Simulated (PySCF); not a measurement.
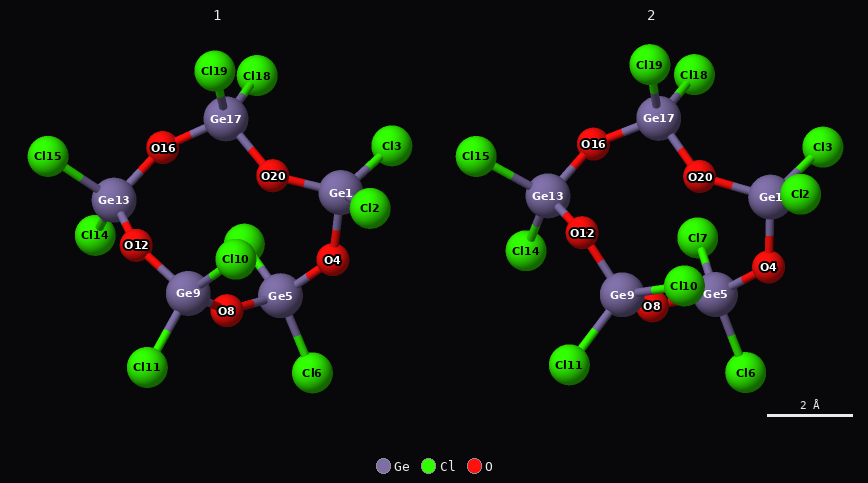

Two geometries of Ge5O5Cl10, drawn at one scale. One is the start of a relaxation, the other its converged end. Style: ball-and-stick. Shown face on.

All numbers below come from PBE0-D3(BJ)/def2-SVP geometry optimisation, gas phase (PySCF 2.14.0, density-fitted response routines). 

Which one is relaxed?

Answer. Structure 2 is the relaxed one. The start comes from GFN2-xTB. Its atoms were then displaced at random by about 0.03 Å. Cl10 moves most after the best rigid fit: 0.74 Å. Largest moves by element: Cl 0.74 Å, O 0.53 Å, Ge 0.22 Å. Some distances before and after: Ge1–Cl3 2.010 → 2.118 Å, Ge13–Cl14 2.018 → 2.120 Å, O12–Ge13 1.649 → 1.751 Å, Ge1–O20 1.665 → 1.754 Å. Among the angles between lasting bonds that change: Ge9–O12–Ge13 147.5° → 132.0°, Ge1–O4–Ge5 136.9° → 124.3°, Ge13–O16–Ge17 145.0° → 132.9°. The energy falls by 1.302 eV in 20 geometry steps. The run took 53 min on 2 threads of Intel(R) Xeon(R) 6975P-C (shared host).
